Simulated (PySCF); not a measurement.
# C4H5F (SMILES C=C/C=C\F): levels of theory compared

We compute a comparison of 6 runs (HF/3-21G, TPSSh/STO-3G, B3LYP/6-31G*, TPSS/pcseg-1, PBE/6-31+G*) of C4H5F. Input form: a Python script.

The calculation is run with PySCF 2.14.0.

**1. The structure to begin with**

C4H5F has 10 atoms, charge 0, and is taken as a singlet. As SMILES, `C=C/C=C\F`. The shape is that of a GFN2-xTB optimisation. This is one conformer, not always the lowest.

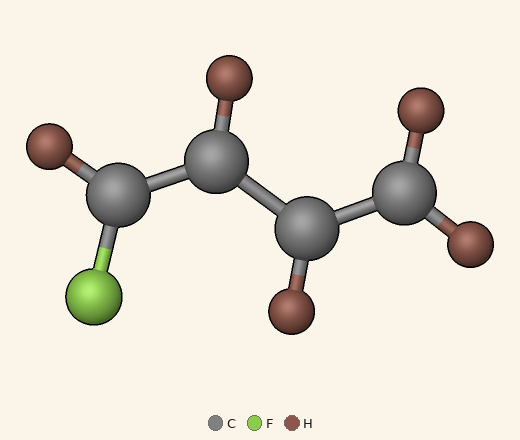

The structure, seen from a chosen angle (carbon grey, fluorine green, hydrogen brown).

**2. Energy and gradient at HF/3-21G (run 1)**

File input.py:

```python
from pyscf import gto

system = gto.M(
    atom='''
C     -1.816960    -0.209680     0.261110
C     -0.573580    -0.416470    -0.158510
C      0.533460     0.447480     0.184550
C      1.785730     0.260920    -0.219190
F      2.145500    -0.772150    -0.998720
H     -2.068190     0.628500     0.890640
H     -2.623890    -0.868540    -0.006360
H     -0.338030    -1.262580    -0.789510
H      0.327500     1.301960     0.811440
H      2.628470     0.890560     0.024550
''',
    basis='3-21g',
    max_memory=1860,
    verbose=4,
)

mf = system.RHF()
mf.conv_tol = 1e-10
mf.kernel()
if not mf.converged:
    mf = mf.newton().run(mf.mo_coeff, mf.mo_occ)

e_tot = mf.e_tot
print('E(%s) = %.9f' % ('HF', e_tot))
grad = mf.nuc_grad_method().kernel()
dip = mf.dip_moment()
pop, q = mf.mulliken_pop()
```

Run with:

```bash
OMP_NUM_THREADS=1 python input.py
```

Standard output:

```text
PySCF version 2.14.0

[... 66 lines left out ...]
converged SCF energy = -252.379207162675
[... 12 lines left out ...]
Dipole moment(X, Y, Z, Debye): -0.38486,  1.31702,  0.98164
[... 66 lines left out ...]
charge of    9H =      0.23954
```

Run time: 2.3 s. Hardware: 1 thread of Intel Xeon at 2.50GHz (Skylake/Cascade Lake), shared host; peak memory 0.13 GiB.

**3. Energy and gradient at TPSSh/STO-3G (run 2)**

File run.py:

```python
import pyscf.grad
from pyscf import gto, dft

mol = gto.Mole()
mol.atom = '''
C     -3.433557    -0.396238     0.493426
C     -1.083909    -0.787014    -0.299540
C      1.008093     0.845615     0.348749
C      3.374541     0.493067    -0.414209
F      4.054407    -1.459152    -1.887307
H     -3.908313     1.187693     1.683066
H     -4.958433    -1.641303    -0.012019
H     -0.638784    -2.385930    -1.491958
H      0.618885     2.460348     1.533399
H      4.967088     1.682914     0.046393
'''
mol.max_memory = 1860
mol.charge = 0
mol.basis = 'sto-3g'
mol.verbose = 3
mol.unit = 'bohr'
mol.build()

ks = dft.RKS(mol, xc='tpssh')
ks.conv_tol = 1e-10
ks.grids.level = 5
ks.kernel()
if not ks.converged:
    ks = ks.newton().run(ks.mo_coeff, ks.mo_occ)

e_tot = ks.e_tot
print('Final energy', e_tot)
grad = ks.Gradients().kernel()
dip = ks.dip_moment()
pop, q = ks.mulliken_pop()
```

Run with:

```bash
OMP_NUM_THREADS=1 python run.py
```

Standard output:

```text
converged SCF energy = -251.926948980619
Final energy -251.92694898061904
[... 8 lines left out ...]
Dipole moment(X, Y, Z, Debye):  0.50809,  0.35251,  0.12890
[... 41 lines left out ...]
charge of    9H =      0.07926
```

Wall time 36 s (1 thread of Intel Xeon at 2.50GHz (Skylake/Cascade Lake), shared host); peak memory 0.38 GiB.

Run 3 isn't shown in full; the table further down has it.

**4. Energy and forces at B3LYP/6-31G(d) (Cartesian functions) (run 4)**

File mol.xyz:

```xyz
10

C     -1.816960    -0.209680     0.261110
C     -0.573580    -0.416470    -0.158510
C      0.533460     0.447480     0.184550
C      1.785730     0.260920    -0.219190
F      2.145500    -0.772150    -0.998720
H     -2.068190     0.628500     0.890640
H     -2.623890    -0.868540    -0.006360
H     -0.338030    -1.262580    -0.789510
H      0.327500     1.301960     0.811440
H      2.628470     0.890560     0.024550
```

File job.py:

```python
import pyscf.grad
from pyscf import gto, dft

mol = gto.Mole()
mol.atom = 'mol.xyz'
mol.basis = '6-31g*'
mol.verbose = 4
mol.max_memory = 1860
mol.cart = True
mol.build()

calc0 = dft.RKS(mol)
calc0.xc = 'b3lyp'
calc0.conv_tol = 1e-10
calc0.grids.level = 5
calc0.kernel()
if not calc0.converged:
    calc0 = calc0.newton().run(calc0.mo_coeff, calc0.mo_occ)

etot = calc0.e_tot
print('E = %.10f Eh' % etot)
grad = calc0.Gradients().kernel()
dip = calc0.dip_moment()
pop, q = calc0.mulliken_pop()
```

Run with:

```bash
OMP_NUM_THREADS=1 python job.py
```

Standard output:

```text
PySCF version 2.14.0

[... 81 lines left out ...]
converged SCF energy = -255.223147295208
[... 13 lines left out ...]
Dipole moment(X, Y, Z, Debye): -0.12794,  0.91510,  0.65192
[... 96 lines left out ...]
charge of    9H =      0.14098
```

Wall time 50 s (1 thread of Intel Xeon at 2.50GHz (Skylake/Cascade Lake), shared host); peak memory 0.86 GiB.

Run 5 isn't shown in full; the table further down has it.

**5. Energy and gradient at PBE/6-31+G(d) (spherical functions) (run 6)**

File calc.py:

```python
from pyscf import gto, dft

molecule = gto.M(
    atom='''
C     -3.433557    -0.396238     0.493426
C     -1.083909    -0.787014    -0.299540
C      1.008093     0.845615     0.348749
C      3.374541     0.493067    -0.414209
F      4.054407    -1.459152    -1.887307
H     -3.908313     1.187693     1.683066
H     -4.958433    -1.641303    -0.012019
H     -0.638784    -2.385930    -1.491958
H      0.618885     2.460348     1.533399
H      4.967088     1.682914     0.046393
''',
    max_memory=1860,
    unit='bohr',
    charge=0,
    basis='6-31+g*',
    verbose=4,
)

myscf = dft.RKS(molecule)
myscf.xc = 'pbe'
myscf.grids.level = 5
myscf.conv_tol = 1e-10
myscf.kernel()
if not myscf.converged:
    myscf = myscf.newton().run(myscf.mo_coeff, myscf.mo_occ)

energy = myscf.e_tot
print('Final energy', energy)
grad = myscf.nuc_grad_method().kernel()
dip = myscf.dip_moment()
pop, q = myscf.mulliken_pop()
```

Run with:

```bash
OMP_NUM_THREADS=1 python calc.py
```

Standard output:

```text
PySCF version 2.14.0

[... 85 lines left out ...]
converged SCF energy = -254.927836524176
Final energy -254.92783652417614
[... 12 lines left out ...]
Dipole moment(X, Y, Z, Debye): -0.22079,  0.99461,  0.72788
[... 111 lines left out ...]
charge of    9H =      0.19749
```

It took 84 s on 1 thread of Intel Xeon at 2.50GHz (Skylake/Cascade Lake), shared host; peak memory 1 GiB.

**6. Overview of the runs**

```tsv
run	level	integration grid	Cartesian functions	energy (Eh)	dipole moment (D)	HOMO energy (eV)	LUMO energy (eV)	wall time
1	HF/3-21G	–	no	-252.379207	1.69	-8.84	3.39	2.3 s
2	TPSSh/STO-3G	5	no	-251.926949	0.63	-3.60	1.67	36 s
3	B3LYP/6-31G* (spherical functions)	5	no	-255.218925	1.13	-6.15	-0.53	59 s
4	B3LYP/6-31G* (Cartesian functions)	5	yes	-255.223147	1.13	-6.16	-0.53	50 s
5	TPSS/pcseg-1	5	no	-255.215345	1.23	-5.72	-1.56	2.2 min
6	PBE/6-31+G* (spherical functions)	5	no	-254.927837	1.25	-5.70	-1.75	84 s
```

**7. Summary of results**

| quantity | value |
| --- | --- |
| run 6: total energy | -254.92784 Eh |
| run 6: dipole moment | 1.25 D |
| run 6: HOMO energy | -5.70 eV |
| run 6: LUMO energy | -1.75 eV |
| run 6: HOMO–LUMO gap | 3.95 eV |
| run 6: largest force on an atom | 0.976 eV/Å |

The dipole moment (its size) runs from 0.63 D (TPSSh/STO-3G) to 1.69 D (HF/3-21G). The two ends differ in method and basis. The HOMO–LUMO gap runs from 3.95 eV (PBE/6-31+G*) to 12.23 eV (HF/3-21G). Totals of different functionals can't be ranked against each other. In run 2 the basis is minimal, so the values are rough. All runs together took 6.1 min, the longest 2.2 min.
